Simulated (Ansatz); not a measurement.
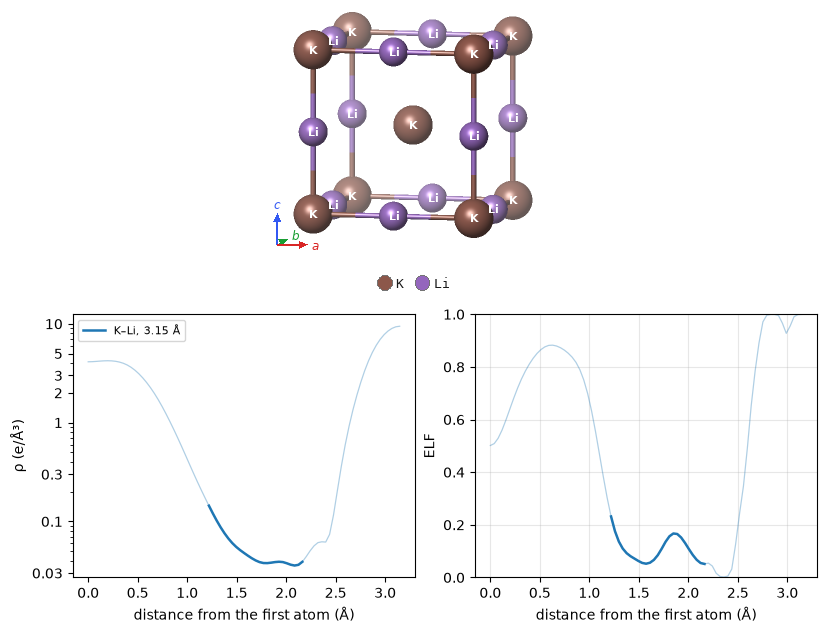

Figure. K₂Li₃. Valence electron density and ELF along straight lines between neighbouring atoms. Thin, pale parts lie inside the atomic spheres. The structure is drawn too.

Space group Pm-3m; a structure generated by program, which may or may not match a known phase; computed without spin polarisation.

All numbers below come from DFT PBE, scalar-relativistic, plane waves, PAW (Ansatz).

The density is the valence pseudo-density of a PAW calculation; it isn't the true density close to the nuclei.

Input

```
crystal:
  lattice:
    - [6.2612006284, 0.0, 0.0]
    - [0.0, 6.2612006284, 0.0]
    - [0.0, 0.0, 6.2612006284]
  atoms:
    - { symbol: K, position: [0.0, 0.0, 0.0] }
    - { symbol: K, position: [0.5, 0.5, 0.5] }
    - { symbol: Li, position: [0.5, 0.0, 0.0] }
    - { symbol: Li, position: [0.0, 0.5, 0.0] }
    - { symbol: Li, position: [0.0, 0.0, 0.5] }
basis:
  ecutwfc: 420
kpoints:
  mp_grid: { grid: [6, 6, 6] }
hamiltonian:
  xc: pbe
scf:
  occupations: { method: gaussian, width: 0.1 }
output:
  forces: true
  stress: true
  eigenvalues: true
  write_density: true
  write_potential: true
  elf: true
  volumetric_format: npy
relax:
  adjacent_minimum: "off"
  f_tol: 0.01
  max_steps: 80
  cell: { stress_tol: 0.05 }
```

Run with:

```sh
ansatz run input.yaml --threads 1 --pin off --max-ram 2048MiB --backend cpu --events-out ev --progress --plain --runs-dir out
```

Below, planes, directions and counts refer to the conventional cell (a = 6.29 Å, b = 6.29 Å, c = 6.29 Å, α = 90.00°, β = 90.00°, γ = 90.00°).

The fields are those of the run's last geometry, not of the input's.

What can be read from the curves?

K–Li (3.15 Å): the density is about 0.05 e/Å³ at the midpoint, with its minimum of 0.04 e/Å³ about 2.1 Å from K; the ELF is about 0.05 at the midpoint (no shared electron pair shows on this line).
